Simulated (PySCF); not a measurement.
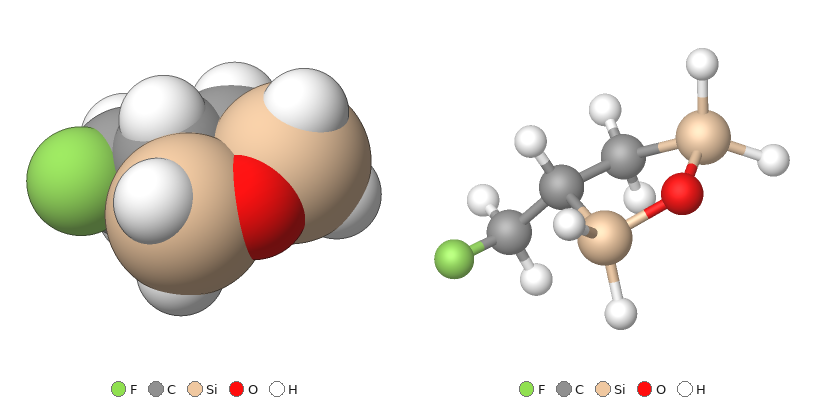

Two views of one molecule.

The computed structure is the end point of a GFN2-xTB optimisation. No frequency run is at hand to confirm it as a minimum.

What is the molecular formula?

Answer. C3H9FOSi2, 16 atoms: 3 carbon, 9 hydrogen, 1 fluorine, 1 oxygen and 2 silicon.

What is its SMILES?

Answer. FC[C@@H]1C[SiH2]O[SiH2]1

Which point group does it belong to?

Answer. C1.

How many bonds of each kind are drawn?

Answer. 5 C–H, 4 Si–H, 2 C–C, 2 C–Si, 2 O–Si, 1 C–F.

Name some functional groups or characteristic bonds that it holds.

Answer. Among them: C–F bond, Si–H bond, Si–O bond.

More results for the same structure follow; atom numbers are the same in all pictures, views and colours differ.

### Geometry

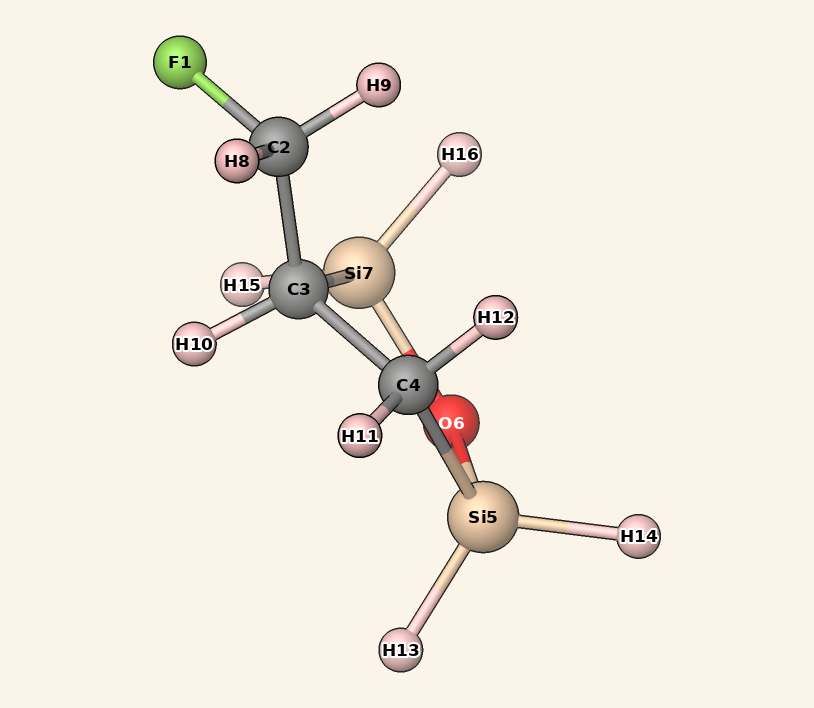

Si7 lies behind C3. The molecule seen a little off the C3–Si7 bond, C3 in front. Depth is shown by fading: the farther an atom, the more it takes the colour of the background. No frequency run is at hand to confirm it as a minimum.

What is the torsion angle C2–C3–Si7–O6? The sign is positive where the front bond must turn clockwise to cover the back bond.

Answer. 149°, anticlinal.

### Electronic properties

No frequency run is at hand to confirm it as a minimum. Level of theory: PBE0/def2-SVPD, gas phase (PySCF 2.14.0). Excitations: vertical, linear response.

What is the HOMO–LUMO gap?

Answer. 8.24 eV.

Give the brightest of the 8 lowest singlets at this level.

Answer. 7.79 eV.

Give the lowest vertical singlet excitation at this level.

Answer. 6.95 eV.

What is the HOMO energy (Kohn–Sham orbital)?

Answer. −8.20 eV.

### Quadrupole coupling

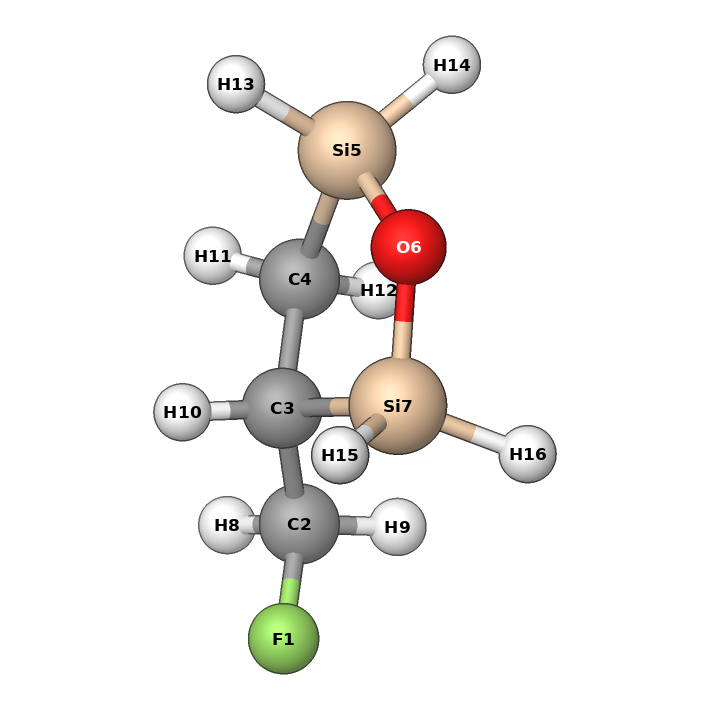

No frequency run is at hand to confirm it as a minimum. Electric field gradients from the ground-state density, PBE0/pcSseg-1 (PySCF 2.14.0), non-relativistic apart from any core potentials.

Give the largest field-gradient component, the quadrupole coupling constant and the asymmetry for 17O at O6 (Q = −25.6 mb).

```csv
atom,V_zz (a.u.),e²qQ/h (MHz),η
O6,0.948,−5.70,0.28
```

### Dipole moment

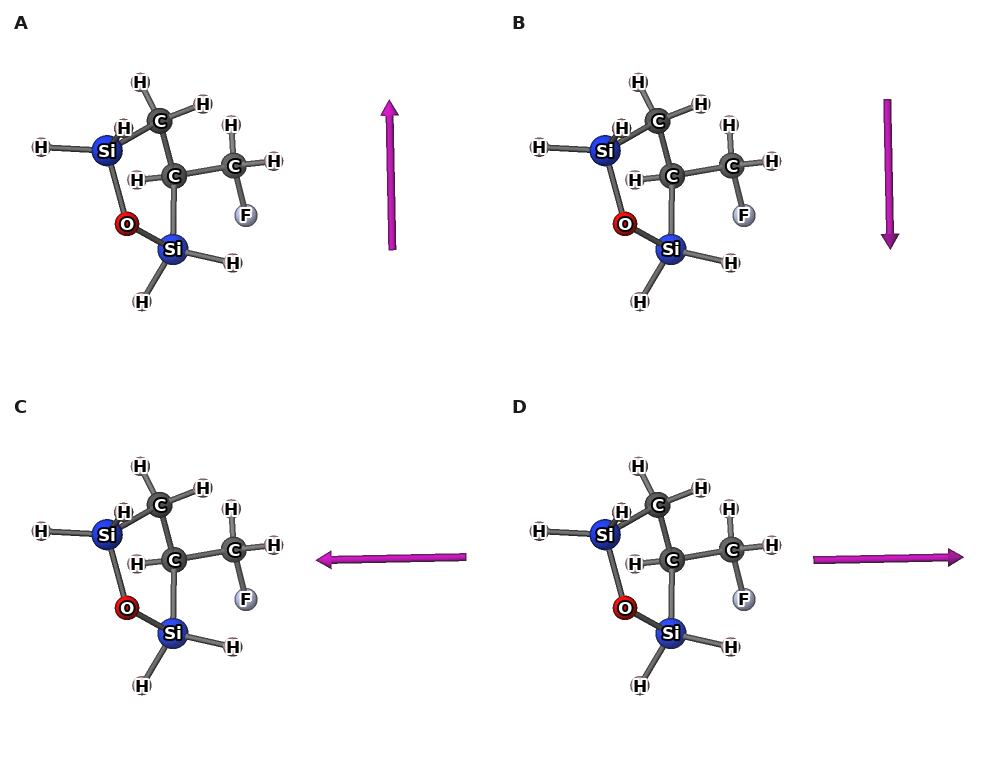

The same molecule four times, each with an arrow. No frequency run is at hand to confirm it as a minimum. Method: PBE0/pcSseg-1, gas phase (PySCF 2.14.0).

Which arrow points along the dipole moment, from the negative to the positive end?

Answer. A. The dipole moment is 2.27 D.

### Charges

The questions are on Hirshfeld charges. No frequency run is at hand to confirm it as a minimum. Properties computed with PBE0/pcSseg-1, gas phase (PySCF 2.14.0).

List the Hirshfeld charges.

```json
{"atom": "F1", "value (e)": "−0.12"}
{"atom": "C2", "value (e)": "0.02"}
{"atom": "C3", "value (e)": "−0.12"}
{"atom": "C4", "value (e)": "−0.16"}
{"atom": "Si5", "value (e)": "0.41"}
{"atom": "O6", "value (e)": "−0.32"}
{"atom": "Si7", "value (e)": "0.40"}
{"atom": "H8", "value (e)": "0.04"}
{"atom": "H9", "value (e)": "0.04"}
{"atom": "H10", "value (e)": "0.04"}
{"atom": "H11", "value (e)": "0.04"}
{"atom": "H12", "value (e)": "0.04"}
{"atom": "H13", "value (e)": "−0.08"}
{"atom": "H14", "value (e)": "−0.08"}
{"atom": "H15", "value (e)": "−0.07"}
{"atom": "H16", "value (e)": "−0.08"}
```

The geometry is semi-empirical. Around Si such bond lengths and angles can be off by a tenth of an ångström or more and by several degrees, and values that hang on the shape move with them.
